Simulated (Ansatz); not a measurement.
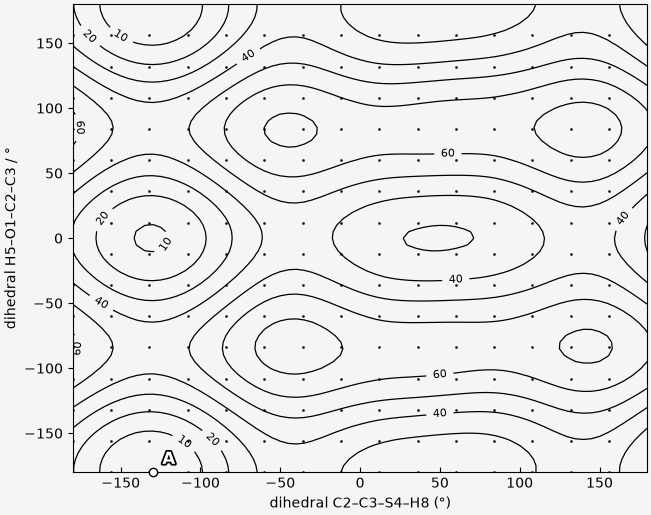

C2H5OS, SMILES OC=C[SH2+], charge +1. The first coordinate is: dihedral C2–C3–S4–H8; the second: dihedral H5–O1–C2–C3. Nothing is relaxed (all other coordinates rigid). The grid has 15 × 15 points. Energies are in kJ/mol, from the lowest grid point. Level of theory: RKS CAM-B3LYP-D4/def2-SVP in Ansatz 0.2.0.

Drawn: contour lines labelled in kJ/mol, dots at the grid points, the point A. Between grid points the surface is interpolated.

> Find the lowest pass out of the well at A.

The easiest path leads from the well at dihedral C2–C3–S4–H8 = −132°, dihedral H5–O1–C2–C3 = −180° to the well at about dihedral C2–C3–S4–H8 = 50°, dihedral H5–O1–C2–C3 = −180°, about 22 kJ/mol higher. Its highest point lies about 35 kJ/mol above the bottom of the first well on the interpolated surface, at dihedral C2–C3–S4–H8 = −36°, dihedral H5–O1–C2–C3 = −180°. Seen from the upper well the barrier is about 13 kJ/mol. The start is the relaxed structure and all else is held, so a fully relaxed path at this level can only be lower.

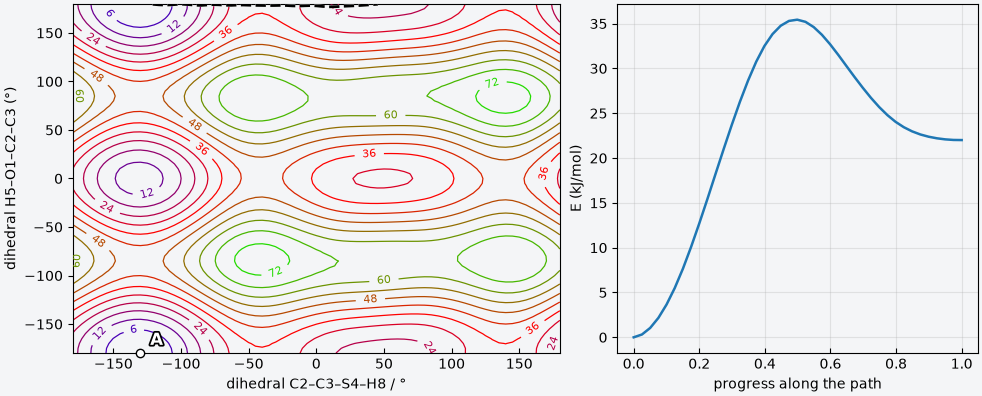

The picture shows contour lines labelled in kJ/mol, a line along the lowest path, the energy along the path at the right. Between grid points the surface is interpolated.
